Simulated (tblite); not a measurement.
C₃H₄S₃: molecular dynamics (part 2 of 2)

The same run, continued: C₃H₄S₃, SMILES S=C1CSCS1; GFN2-xTB Langevin dynamics, gas phase (tblite 0.8.0). 

Geometry of the input (Å):
```
S  2.6595  -1.0612  -0.3802
C  1.1217  -0.5761  -0.1937
C  0.7716  0.7186  0.4713
S  -0.9025  0.6258  1.1662
C  -1.5197  -0.2753  -0.2745
S  -0.2417  -1.4810  -0.7771
H  0.8056  1.5285  -0.2651
H  1.4714  0.9440  1.2745
H  -2.4261  -0.8107  -0.0065
H  -1.7043  0.4060  -1.1050
```

Trajectory as extended XYZ, continued
```
10
Properties=species:S:1:pos:R:3:forces:R:3 step=4900 time_fs=7350.0 energy=-494.24621 temperature=650.9
S    -1.9937   -6.0517    2.3976    0.0540  -0.7320   0.1850
C    -1.7189   -4.5333    1.9313   -0.0290   0.3200  -0.1450
C    -0.7654   -4.1615    0.8704    0.6800   1.3130  -0.2080
S    -1.4300   -2.6113   -0.0034    0.1010  -0.8100   0.5170
C    -2.1070   -1.8188    1.5244   -0.0550  -1.4980  -0.4770
S    -2.6093   -3.2533    2.6531    0.1090   1.3520  -0.1840
H    -0.6334   -4.9708    0.1550   -0.0550   0.1890  -0.1040
H     0.2476   -3.8711    1.2813   -0.9460  -0.2960  -0.2610
H    -1.3105   -1.1925    1.8872   -0.0640   0.1130   0.6140
H    -3.0226   -1.2906    1.2679    0.2050   0.0490   0.0640
10
Properties=species:S:1:pos:R:3:forces:R:3 step=5250 time_fs=7875.0 energy=-493.94944 temperature=414.2
S    -2.1692   -6.2228    2.3329    0.1410   0.5520  -0.0130
C    -1.9970   -4.5997    2.1704   -0.2380  -0.0750  -0.1850
C    -1.9438   -3.9501    0.8185    2.8810   0.3550   0.4390
S    -2.4932   -2.2107    0.8610   -0.2440  -1.3300  -1.1240
C    -1.6682   -1.9706    2.3849    0.7710  -0.1960   0.6710
S    -1.9275   -3.4872    3.4712   -0.2980   0.6560   0.3730
H    -2.3507   -4.6495    0.1692   -1.4080  -0.5830  -1.5370
H    -0.8233   -3.9372    0.4683   -1.3970   0.1920   0.7130
H    -0.5476   -1.9964    2.3514   -0.9160   0.6890  -0.3020
H    -2.1609   -1.0383    2.6777    0.7080  -0.2590   0.9640
10
Properties=species:S:1:pos:R:3:forces:R:3 step=5600 time_fs=8400.0 energy=-493.89838 temperature=427.1
S    -1.9265   -5.6768    1.3654   -0.2930  -0.5930  -0.1680
C    -1.8735   -4.0594    1.3118    0.6790  -0.0090   1.2100
C    -1.5662   -3.3564    0.0602    0.1040   1.3020   0.8780
S    -1.5822   -1.4979    0.2489    0.2250  -0.9240   1.1290
C    -1.4907   -1.4458    2.1770   -1.6290  -0.4880  -1.3190
S    -1.8656   -3.2184    2.8403    0.4800   2.0100  -0.9440
H    -2.3037   -3.6950   -0.6199   -0.6030   0.0970  -1.0960
H    -0.5768   -3.6037   -0.2727    0.4950  -0.2580  -0.2730
H    -0.5935   -0.9369    2.5261   -0.0770  -0.6420  -0.0380
H    -2.3901   -0.8054    2.3070    0.6180  -0.4950   0.6220
10
Properties=species:S:1:pos:R:3:forces:R:3 step=5950 time_fs=8925.0 energy=-494.01554 temperature=529.2
S    -0.7406   -5.2545    1.1161    0.2600   0.5190   0.0540
C    -0.3980   -3.6560    0.9682   -0.1550  -0.4380  -0.9680
C     0.3212   -3.0949   -0.2352   -1.3900  -0.0470   0.2750
S    -0.2669   -1.3324   -0.4644    0.1100  -0.9120  -2.6200
C    -0.4927   -0.9517    1.1930    1.6830   1.2210   2.4410
S    -0.9180   -2.4784    2.0821   -1.0040   0.0330   1.1880
H     0.2283   -3.7922   -1.0945   -0.1700   0.9030   0.3100
H     1.3330   -2.9930    0.0273    1.5670   0.0180   0.2080
H     0.4837   -0.6406    1.7072   -0.6880  -0.2660  -0.6770
H    -1.1294   -0.0548    1.3550   -0.2120  -1.0300  -0.2100
10
Properties=species:S:1:pos:R:3:forces:R:3 step=6300 time_fs=9450.0 energy=-493.82779 temperature=716.4
S    -0.4846   -5.2865    1.3150   -0.3520  -0.6730   0.1730
C    -0.2455   -3.8442    0.5940   -0.7430  -1.7010   2.7630
C     0.5680   -3.7423   -0.5242    1.1250  -0.4750  -2.9880
S     1.2288   -2.1482   -0.8505    1.0660   1.3640  -0.3580
C     0.1515   -1.2812    0.3139   -0.3090   0.5980  -0.6680
S    -0.8026   -2.4489    1.2785   -1.2030   1.8200   1.3910
H    -0.1305   -3.8862   -1.3656    0.5300  -0.8600  -0.3690
H     1.4315   -4.3982   -0.4395   -0.2160  -0.5260  -0.5860
H     0.8158   -0.7088    0.9473   -0.2270   0.3680   0.2120
H    -0.5515   -0.6705   -0.2788    0.3300   0.0850   0.4300
10
Properties=species:S:1:pos:R:3:forces:R:3 step=6650 time_fs=9975.0 energy=-493.99600 temperature=360.3
S    -0.6522   -5.1523    2.0759   -0.7010  -1.4810   1.2040
C    -0.4134   -4.0869    0.9280    0.4330   0.8660  -1.0700
C    -0.5860   -4.3016   -0.5487    0.3370  -0.3570   1.2500
S    -0.5181   -2.7647   -1.4608    0.2710   0.2750   0.0140
C     0.7760   -2.0140   -0.3538   -1.5420  -0.5310  -0.4480
S     0.3664   -2.6432    1.3006    1.2450   1.7090   0.5860
H    -1.5661   -4.7215   -0.6082   -0.4980  -0.5840  -0.7990
H     0.2367   -5.0184   -0.6847   -0.3080   0.0340  -1.0560
H     1.6993   -2.2463   -0.8160    1.1220  -0.6740   0.2510
H     0.6844   -0.9520   -0.3593   -0.3600   0.7430   0.0670
10
Properties=species:S:1:pos:R:3:forces:R:3 step=7000 time_fs=10500.0 energy=-493.89961 temperature=697.3
S    -0.2050   -5.3369    0.8220   -0.0910  -0.8570   0.2560
C     0.0759   -3.8063    0.5148   -0.0750   1.8710   0.7200
C    -0.3659   -3.0999   -0.7143    0.1890  -0.7200  -0.9060
S     0.3459   -1.5026   -0.8704    0.6670   2.3360  -0.1620
C     1.5178   -1.4828    0.5644    0.8960   0.4730  -1.5340
S     0.8772   -2.6428    1.7144   -0.5130  -1.3370   0.2690
H    -1.4432   -2.8523   -0.8865    0.5740  -1.0240   0.4690
H     0.0687   -3.6681   -1.5727   -0.7230  -0.0190   0.3220
H     2.4915   -1.8388    0.1110   -0.6990   0.4090   0.7880
H     1.6140   -0.4288    0.9385   -0.2240  -1.1300  -0.2220
10
Properties=species:S:1:pos:R:3:forces:R:3 step=7350 time_fs=11025.0 energy=-493.45361 temperature=520.9
S     0.7531   -5.6606   -1.9516   -0.0900   2.4430   1.4860
C     0.7395   -4.2705   -1.0067    0.6820  -2.1660   1.0090
C     0.1342   -2.9257   -1.2021    0.1120  -1.4640  -0.8310
S     1.4537   -1.7701   -0.7708    0.3210   0.0390   0.7460
C     1.6139   -2.5963    0.9992   -1.7850   1.7930  -2.5100
S     1.4742   -4.2773    0.7465   -0.0290  -2.8080  -1.6980
H    -0.7713   -2.9013   -0.5780    0.2060   0.5680  -0.0580
H    -0.1349   -2.9319   -2.2682    0.0650   0.7560   0.2730
H     2.3798   -2.2416    1.6079    1.3720   0.3690   0.4620
H     0.6610   -2.2330    1.2946   -0.8550   0.4720   1.1210
10
Properties=species:S:1:pos:R:3:forces:R:3 step=7700 time_fs=11550.0 energy=-493.99521 temperature=304.4
S     0.7767   -6.0202   -2.9002   -0.6730  -0.6900  -0.7800
C     1.4641   -5.0228   -1.8762    1.0720   1.7900   1.2090
C     1.1616   -3.4896   -1.8813    0.1700  -0.9960  -0.4200
S     2.5224   -2.4701   -1.1118   -1.1190  -1.1600  -0.6510
C     2.9691   -3.8065   -0.0074    1.8420  -0.8830   1.1440
S     2.6927   -5.5617   -0.6958   -0.7330   1.9840  -0.2730
H     0.1971   -3.3209   -1.3996    0.1740  -0.0100   0.4640
H     0.9715   -3.2091   -2.9299    0.5020   0.1050   0.2880
H     4.1372   -3.7434    0.0675   -2.0200  -0.0870   0.3790
H     2.4469   -3.7512    1.0083    0.7870  -0.0530  -1.3590
10
Properties=species:S:1:pos:R:3:forces:R:3 step=8050 time_fs=12075.0 energy=-494.18914 temperature=350.0
S     2.2988   -6.6791   -1.3596   -0.0250   0.6180   0.1180
C     2.9937   -5.1912   -1.2014   -0.8030  -0.9550   0.1820
C     2.2074   -3.9259   -0.9520    1.1310  -0.3770  -0.0320
S     3.1778   -2.6286   -1.8042   -0.0490   0.5290  -0.5830
C     4.8186   -3.2210   -1.3384   -1.3170  -1.5440   2.2240
S     4.7013   -5.1159   -1.2766    0.2640   1.0590  -0.1870
H     2.2818   -3.6334    0.1096   -0.4820  -0.3780  -0.2270
H     1.1818   -4.0440   -1.3385    0.5500   0.3780   0.2770
H     5.6110   -2.9755   -1.9562    1.0140   0.5990  -1.4790
H     5.0870   -2.9408   -0.3039   -0.2830   0.0700  -0.2930
10
Properties=species:S:1:pos:R:3:forces:R:3 step=8400 time_fs=12600.0 energy=-493.93293 temperature=410.3
S     2.6560   -6.7352   -2.7853   -1.4690  -1.1680  -0.7240
C     3.4313   -5.4080   -2.4087    1.6480   1.0270   1.1320
C     2.8780   -4.1259   -1.8120   -1.6060  -2.1520   0.1600
S     4.0813   -2.8607   -1.7595    0.3800   0.9600  -0.1160
C     5.5284   -3.8869   -1.3950   -1.2340  -1.0810  -0.9790
S     5.1742   -5.6170   -2.2290    0.2310   1.8660   0.2850
H     2.4439   -4.4690   -0.8396    0.7820   0.4020   0.1180
H     1.9310   -3.8679   -2.3047    0.5130   0.4630  -0.5330
H     6.3618   -3.3494   -1.8378    0.1690  -0.4720   0.3810
H     5.5065   -4.1375   -0.3493    0.5850   0.1540   0.2760
```

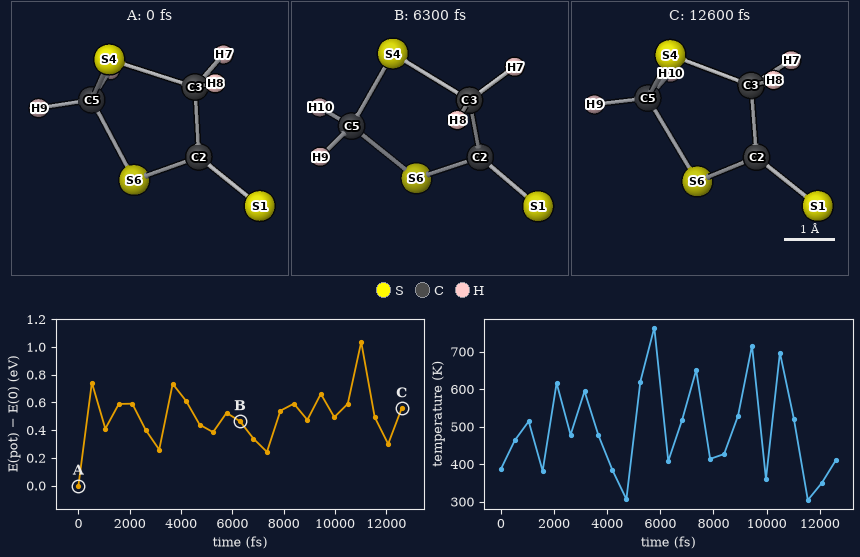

Fig. 1: Frames of the molecular dynamics (ball-and-stick, seen at a tilt) above the curves, on which the letters mark them. The trajectory kept here has 25 frames over 12600 fs. The temperature starts at 386 K, ranges from 304 to 764 K and averages 485 K over the second half. The potential energy ends 0.557 eV above its first value. After an unweighted best fit of the last frame on the first, the root-mean-square displacement is 0.13 Å, and H7 has moved furthest (0.23 Å).

Key numbers

| quantity | value |
| --- | --- |
| outcome | finished |
| mean temperature over the second half | 485 K |
| trajectory | 25 frames kept, 12600 fs |
| wall time | 74 s |
| peak memory | 0.31 GiB |
